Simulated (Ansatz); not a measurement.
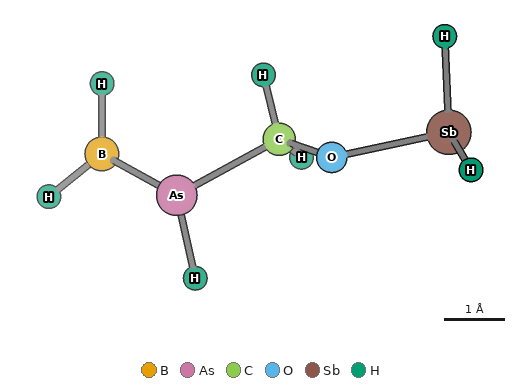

Fig. 1: The starting structure (ball-and-stick view, seen at a tilt). Sticks mark near contacts.

Run report: CH7AsBOSb, nudged elastic band (part 1 of 2)

- system: CH7AsBOSb
- method: RKS PBE0/def2-SVP (Ansatz 0.2.0)

The run did not end well. One setting was made poor on purpose. It belongs to a series of runs on one base structure; here: band between the two ends.

## The program's output
```
Engine: ansatz 0.2.0, aarch64-unknown-linux-gnu
Functional definition: PBE0
  parameter a = 0.25
  parameter kappa = 0.804
  parameter beta = 0.06672455060314922
  exchange = (1 - a)*pbe_x(kappa = kappa, mu = beta*pi^2/3) + a*exact_x
  correlation = pbe_c(beta = beta)
1547 factors; integrals over basis functions are off by at most 4.4e-4 eV
mean field evaluation 1: about -71224.4008 eV, gradient 4.6e1 eV
mean field evaluation 2: about -71209.1902 eV, gradient 9.6e1 eV
mean field evaluation 4: about -71229.1524 eV, gradient 6.2e0 eV
mean field evaluation 8: about -71229.2913 eV, gradient 7.4e-2 eV
mean field evaluation 16: about -71229.2913 eV, gradient 3.3e-5 eV
mean field -71229.29127471 eV, -2617.6281733980 hartree, gradient 3.3e-5 eV, S^2 0.000000; 0 other end points of the search recorded, 0 dependent functions left out
the calculation of the forces begins
reference -71229.29130768 eV, -2617.6281746094 hartree; 41, 41 occupied and 94, 94 virtual orbitals, 1547 factors
1547 factors; integrals over basis functions are off by at most 4.1e-4 eV
mean field evaluation 32: about -71229.2913 eV, gradient 3.3e-5 eV
mean field -71229.29126813 eV, -2617.6281731562 hartree, gradient 3.3e-5 eV, S^2 0.000000; 0 other end points of the search recorded, 0 dependent functions left out
[... from here on the field's lines of each further geometry are left out, up to the last ...]
NEB iter   1: max|band force component| = 3.853e1 eV/Å  barrier→ = 9.5086 eV  barrier← = 9.5086 eV  Δτ_max = 0.5000 Å  (194 SCF iters)
NEB iter   2: max|band force component| = 2.282e1 eV/Å  barrier→ = 6.6521 eV  barrier← = 6.6521 eV  Δτ_max = 0.0879 Å  (172 SCF iters)
NEB iter   3: max|band force component| = 1.311e1 eV/Å  barrier→ = 4.0333 eV  barrier← = 4.0333 eV  Δτ_max = 0.1364 Å  (146 SCF iters)
NEB iter   4: max|band force component| = 4.281e0 eV/Å  barrier→ = 2.3813 eV  barrier← = 2.3813 eV  Δτ_max = 0.1433 Å  (160 SCF iters)
NEB iter   5: max|band force component| = 7.040e0 eV/Å  barrier→ = 2.1624 eV  barrier← = 2.1624 eV  Δτ_max = 0.0071 Å  (161 SCF iters)
NEB iter   6: max|band force component| = 6.466e0 eV/Å  barrier→ = 2.0486 eV  barrier← = 2.0486 eV  Δτ_max = 0.0135 Å  (122 SCF iters)
NEB iter   7: max|band force component| = 5.454e0 eV/Å  barrier→ = 1.8574 eV  barrier← = 1.8574 eV  Δτ_max = 0.0188 Å  (134 SCF iters)
NEB iter   8: max|band force component| = 4.332e0 eV/Å  barrier→ = 1.6412 eV  barrier← = 1.6412 eV  Δτ_max = 0.0227 Å  (141 SCF iters)
NEB iter   9: max|band force component| = 3.183e0 eV/Å  barrier→ = 1.4437 eV  barrier← = 1.4437 eV  Δτ_max = 0.0252 Å  (142 SCF iters)
NEB iter  10: max|band force component| = 2.130e0 eV/Å  barrier→ = 1.2875 eV  barrier← = 1.2875 eV  Δτ_max = 0.0262 Å  (143 SCF iters)
NEB iter  11: max|band force component| = 2.277e0 eV/Å  barrier→ = 1.1745 eV  barrier← = 1.1745 eV  Δτ_max = 0.0285 Å  (144 SCF iters)
NEB iter  12: max|band force component| = 2.339e0 eV/Å  barrier→ = 1.0890 eV  barrier← = 1.0890 eV  Δτ_max = 0.0299 Å  (143 SCF iters)
NEB iter  13: max|band force component| = 2.008e0 eV/Å  barrier→ = 1.0269 eV  barrier← = 1.0269 eV  Δτ_max = 0.0307 Å  (144 SCF iters)
NEB iter  14: max|band force component| = 2.389e0 eV/Å  barrier→ = 0.9822 eV  barrier← = 0.9822 eV  Δτ_max = 0.0315 Å  (145 SCF iters)
NEB iter  15: max|band force component| = 3.116e0 eV/Å  barrier→ = 0.9394 eV  barrier← = 0.9393 eV  Δτ_max = 0.0330 Å  (145 SCF iters)
NEB iter  16: max|band force component| = 3.456e0 eV/Å  barrier→ = 0.8616 eV  barrier← = 0.8616 eV  Δτ_max = 0.0385 Å  (152 SCF iters)
NEB iter  17: max|band force component| = 3.045e0 eV/Å  barrier→ = 0.7119 eV  barrier← = 0.7119 eV  Δτ_max = 0.0474 Å  (151 SCF iters)
NEB iter  18: max|band force component| = 1.603e0 eV/Å  barrier→ = 0.5266 eV  barrier← = 0.5266 eV  Δτ_max = 0.0572 Å  (152 SCF iters)
NEB iter  19: max|band force component| = 9.122e-1 eV/Å  barrier→ = 0.4512 eV  barrier← = 0.4512 eV  Δτ_max = 0.0012 Å  (150 SCF iters)
NEB iter  20: max|band force component| = 8.779e-1 eV/Å  barrier→ = 0.4500 eV  barrier← = 0.4500 eV  Δτ_max = 0.0023 Å  (106 SCF iters)
NEB iter  21: max|band force component| = 8.117e-1 eV/Å  barrier→ = 0.4477 eV  barrier← = 0.4477 eV  Δτ_max = 0.0033 Å  (118 SCF iters)
NEB iter  22: max|band force component| = 7.180e-1 eV/Å  barrier→ = 0.4448 eV  barrier← = 0.4448 eV  Δτ_max = 0.0041 Å  (117 SCF iters)
NEB iter  23: max|band force component| = 6.037e-1 eV/Å  barrier→ = 0.4416 eV  barrier← = 0.4416 eV  Δτ_max = 0.0047 Å  (120 SCF iters)
NEB iter  24: max|band force component| = 5.120e-1 eV/Å  barrier→ = 0.4385 eV  barrier← = 0.4385 eV  Δτ_max = 0.0050 Å  (127 SCF iters)
NEB iter  25: max|band force component| = 5.006e-1 eV/Å  barrier→ = 0.4359 eV  barrier← = 0.4359 eV  Δτ_max = 0.0056 Å  (126 SCF iters)
NEB iter  26: max|band force component| = 3.754e-1 eV/Å  barrier→ = 0.4334 eV  barrier← = 0.4333 eV  CI = image 4  Δτ_max = 0.0059 Å  (130 SCF iters)
NEB iter  27: max|band force component| = 3.804e-1 eV/Å  barrier→ = 0.4309 eV  barrier← = 0.4308 eV  CI = image 4  Δτ_max = 0.0065 Å  (129 SCF iters)
NEB iter  28: max|band force component| = 3.777e-1 eV/Å  barrier→ = 0.4279 eV  barrier← = 0.4279 eV  CI = image 4  Δτ_max = 0.0081 Å  (129 SCF iters)
NEB iter  29: max|band force component| = 3.494e-1 eV/Å  barrier→ = 0.4239 eV  barrier← = 0.4239 eV  CI = image 4  Δτ_max = 0.0100 Å  (130 SCF iters)
NEB iter  30: max|band force component| = 2.978e-1 eV/Å  barrier→ = 0.4190 eV  barrier← = 0.4190 eV  CI = image 4  Δτ_max = 0.0122 Å  (132 SCF iters)
NEB iter  31: max|band force component| = 2.489e-1 eV/Å  barrier→ = 0.4139 eV  barrier← = 0.4139 eV  CI = image 4  Δτ_max = 0.0145 Å  (130 SCF iters)
NEB iter  32: max|band force component| = 2.622e-1 eV/Å  barrier→ = 0.4099 eV  barrier← = 0.4099 eV  CI = image 4  Δτ_max = 0.0165 Å  (130 SCF iters)
NEB iter  33: max|band force component| = 4.207e-1 eV/Å  barrier→ = 0.4068 eV  barrier← = 0.4068 eV  CI = image 4  Δτ_max = 0.0021 Å  (130 SCF iters)
NEB iter  34: max|band force component| = 3.234e-1 eV/Å  barrier→ = 0.4060 eV  barrier← = 0.4060 eV  CI = image 4  Δτ_max = 0.0036 Å  (111 SCF iters)
NEB iter  35: max|band force component| = 1.993e-1 eV/Å  barrier→ = 0.4052 eV  barrier← = 0.4052 eV  CI = image 4  Δτ_max = 0.0042 Å  (128 SCF iters)
NEB iter  36: max|band force component| = 1.743e-1 eV/Å  barrier→ = 0.4047 eV  barrier← = 0.4047 eV  CI = image 4  Δτ_max = 0.0010 Å  (131 SCF iters)
NEB iter  37: max|band force component| = 1.692e-1 eV/Å  barrier→ = 0.4045 eV  barrier← = 0.4045 eV  CI = image 4  Δτ_max = 0.0019 Å  (109 SCF iters)
NEB iter  38: max|band force component| = 1.592e-1 eV/Å  barrier→ = 0.4042 eV  barrier← = 0.4042 eV  CI = image 4  Δτ_max = 0.0028 Å  (113 SCF iters)
NEB iter  39: max|band force component| = 1.448e-1 eV/Å  barrier→ = 0.4039 eV  barrier← = 0.4039 eV  CI = image 4  Δτ_max = 0.0037 Å  (119 SCF iters)
NEB iter  40: max|band force component| = 1.268e-1 eV/Å  barrier→ = 0.4036 eV  barrier← = 0.4036 eV  CI = image 4  Δτ_max = 0.0045 Å  (123 SCF iters)
the calculation of the forces begins
reference -71228.88812208 eV, -2617.6133578119 hartree; 41, 41 occupied and 94, 94 virtual orbitals, 1547 factors
these checks for a lower state are left out or cut short: starts, cluster_reference, orbital_swaps, neighbouring_geometries, increment
1547 factors; integrals over basis functions are off by at most 4.2e-4 eV
mean field -71229.10871519 eV, -2617.6214644592 hartree, gradient 7.7e-5 eV, S^2 0.000000; 0 other end points of the search recorded, 0 dependent functions left out
the calculation of the forces begins
reference -71229.10874778 eV, -2617.6214656571 hartree; 41, 41 occupied and 94, 94 virtual orbitals, 1547 factors
NEB iter  41: max|band force component| = 1.085e-1 eV/Å  barrier→ = 0.4032 eV  barrier← = 0.4032 eV  CI = image 4  Δτ_max = 0.0052 Å  (122 SCF iters)
```

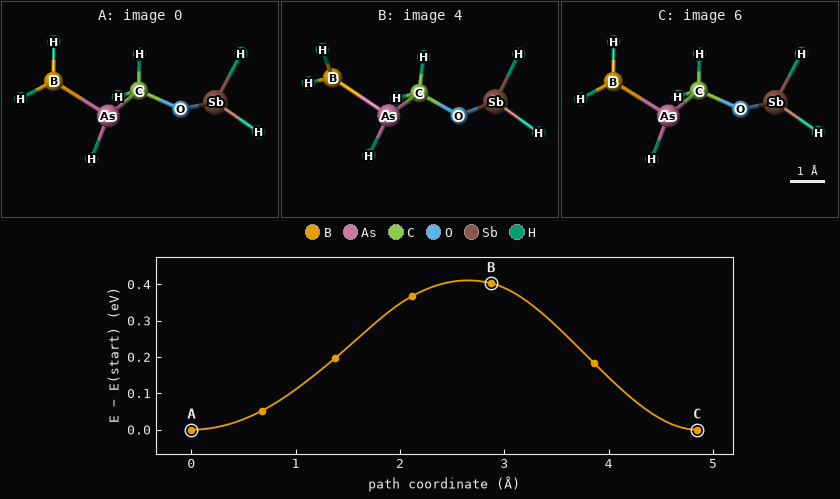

Fig. 2: Images of the last band (counted from 0; ball-and-stick, seen at a tilt) above the energy along the path; the line is a cubic interpolation that uses the forces. The highest image is number 4, 0.403 eV above the start and 0.403 eV above the end (the climbing image); start and end have the same energy. The path is 4.85 Å long. The band had not converged after 41 iterations.

```
Unfinished report: {"positions_ang":[[-0.7090733590403028,2.1312494860588758,1.706154626205959],[-1.251925065665133,0.18413907401667828,1.2986761431466487],[0.13601537397612348,-0.0895012982032228,-0.13960122133074102],[-0.05346530862472728,-1.3668553538588633,-0.6525597332612996],[1.1558489422991927,-1.8785055445537846,-2.190347265342555],[-0.8140545741125467,3.0019109252529557,0.8734108617728238],[-0.2739565021386697,2.4391371401841946,2.7907616895779404],[-2.3261457297576524,0.5987851846830101,0.2919823139497934],[0.024192676861325008,0.7045007279162686,-0.9028161593982055],[1.1254732514148686,0.037205198015785056,0.3442789484907187],[2.4912526930793764,-2.3266097906266188,-1.1888695219787293],[0.5727376017081464,-3.4906537588852795,-2.197069681832354]],"unchecked":["starts","cluster_reference","orbital_swaps","neighbouring_geometries","increment"],"mean_field":{"relativity":"none","state":{"energy":{"ev":-71228.88812207844,"hartree":-2617.6133578119457},"converged":true,"gradient_ev":0.00007385814769998622,"stability":{"kind":"minimum","curvature_ev":16.616924509627474},"curvature_floor_ev":0.00030000000000000003,"spin_squared":-5.684341886080802e-14},"others":[],"fillings":{"estimated":0,"unestimated":0,"tried":0,"untried":0,"excluded_magnetic_sites":0},"n_dropped_functions":0,"n_trapped_functions":0,"passes":{"evaluations":2,"products":20},"factors":{"origin":"Cholesky decomposition","count":1547,"bound_ev":0.0004969633575717059},"gradient_stop_ev":0.00009,"reference_kind":"stationary","functional":{"name":"PBE0","citations":["Adamo & Barone, J. Chem. Phys. 110, 6158 (1999) doi:10.1063/1.478522","Perdew, Burke & Ernzerhof, Phys. Rev. Lett. 77, 3865 (1996) doi:10.1103/PhysRevLett.77.3865"],"text":"name \"PBE0\"\ncite \"Adamo & Barone, J. Chem. Phys. 110, 6158 (1999) doi:10.1063/1.478522\"\ncite \"Perdew, Burke & Ernzerhof, Phys. Rev. Lett. 77, 3865 (1996) doi:10.1103/PhysRevLett.77.3865\"\nparent pbe\nparameter a = 0.25\nparameter kappa = 0.804\nparameter beta = 0.06672455060314922\nexchange = (1 - a)*pbe_x(kappa = kappa, mu = beta*pi^2/3) + a*exact_x\ncorrelation = pbe_c(beta = beta)\n","parameters":{"a":{"value":0.25,"default":0.25},"beta":{"value":0.06672455060314922,"default":0.06672455060314922},"kappa":{"value":0.804,"default":0.804}},"final_grid":{"core_spheres":13.0,"valence_spheres":11.0,"degree":36.0},"final_grid_parameter_source":"default","radial_points_factor":1.0,"radial_grid_error_ev":3.235511906987185e-7,"grid_sensitivity":"normal","grid_sensitivity_ratio":0.001870803151768979},"unsmoothed_excess_ev":-0.000032846384886857666,"symmetry":{"irreps":["A"],"axes":[[0.998621308020998,0.030753936050418897,-0.04254031715722616],[-0.03141436609526704,0.9993947199928661,-0.014944271585224263],[0.042054973181101685,0.016260045134843564,0.9989829779145136]],"occupied":[{"A":41},{"A":41}]},"held":{"pivots":1547,"left_out":0,"joined":0},"density_repulsion":{"missed_ev":0.000017698164542414662,"excess_ev":0.0,"most_excess_ev":0.0002214,"are_drawn_again":false,"n_first_factors":1547,"energy_change_ev":0.0,"n_dropped_ends":0}},"factors":{"origin":"Cholesky decomposition","count":1547,"bound_ev":0.0004969633575717059},"n_frozen":0,"n_occupied":[41,41],"n_virtual":[94,94],"reference":{"ev":-71228.88812207844,"hartree":-2617.6133578119457},"total":{"ev":-71228.88812207844,"hartree":-2617.6133578119457},"forces_ev_per_angstrom":[[-0.031917591492761445,0.0006246636085120755,-0.09088693648175096],[-0.009377181744453877,-0.015541708873583372,0.0007098814478298846],[0.015192909938956566,0.034640873146378565,0.02088873789958406],[0.0016943440974663564,0.023835503982252093,-0.0020041294916579525],[-0.01352164563538633,-0.003858624387311302,0.0027423320314383308],[-0.04464354327362218,0.002391152059284972,0.0009674235897741304],[0.04776482089800469,-0.08265993055245235,-0.003778434508567245],[0.006084184368607539,0.011502422906998828,-0.003981266290605437],[0.02162958368237215,0.0404937052921085,0.048180346496715556],[0.013595160138300805,0.013096225471483104,0.011942056379371542],[0.0033890385562191892,-0.017261539774229902,-0.0228332711568626],[-0.009890079533057716,-0.007262742852697981,0.038053260074046746]],"charge_distribution":{"dipole_moment_e_ang":[0.35796214749016275,0.11986165173514778,-0.4218882371766043],"mulliken_charges_e":[-0.0101696985702322,0.08879836158432397,0.005678805989450808,-0.5552234482126064,0.5128411270544895,0.005476769315652885,0.00570842809115657,-0.028463094443744064,0.05744717241207209,0.053077832263920044,-0.07797951416764981,-0.05719274131688867],"lowdin_charges_e":[-0.0880459715166495,0.20916947029873256,-0.07808838545549879,-0.1516382923903361,0.40161874832396194,-0.031769387301466834,-0.030576906765996892,-0.022786145580119266,-0.01828420327909286,-0.017418521135014853,-0.09153310025665551,-0.08064730494194539]},"n_threads":2,"memory_gib":2.556818182580173,"seconds":{"hamiltonian":5.566687261,"orbitals":0.0,"second_order":0.0,"solver_start":0.0,"cycles":0.0,"cycle":0.0,"perturbative":0.0,"full_ci_increment":0.0,"forces":0.0}}
this run last wrote the band of iteration 41 to [file]
Error: NEB band did not converge after 41 iterations: max|band force component| = 1.09e-1 eV/Å (threshold 3.0e-2); raise `neb.max_iterations` in a new run, which can start from the last band evaluated (`neb.initial_path`, with `crystal.atoms` and `neb.final_atoms` set to its first and last images), add images, or start from endpoints closer to local minima. Where this run's directory can be resumed (`checkpoint.write`), a resume goes on for up to `neb.max_iterations` more; to start a new run from the last band, take its images' positions from the `neb_iteration` event of iteration 41 (`data.images[].positions_ang`), in the event stream of the run that computed that iteration (not this run's, if it was resumed behind it). With `checkpoint.write`, `steps/00-neb/state/checkpoint.json` in the run directory holds the last saved band, under `neb.evaluated.images[].positions_ang` (a band under a hybrid functional on support functions is neither saved nor resumed: `neb.initial_path` says where its path is): check the last entry of `neb.iterations` there, which is earlier than 41 if that iteration was not saved or its write failed. If the band's step has no `state` directory and holds `state.next`, a write was cut short, and the file is under `state.next` instead (behind a loss of power it can be under `state.prev`)
this run wrote the band of iteration 41 to [file] as well, whether or not its events were kept: a new run's `neb.initial_path` can list its `images[].positions_ang`
a run's events are kept only if it was started with --events-out <file>, and are in that file
```
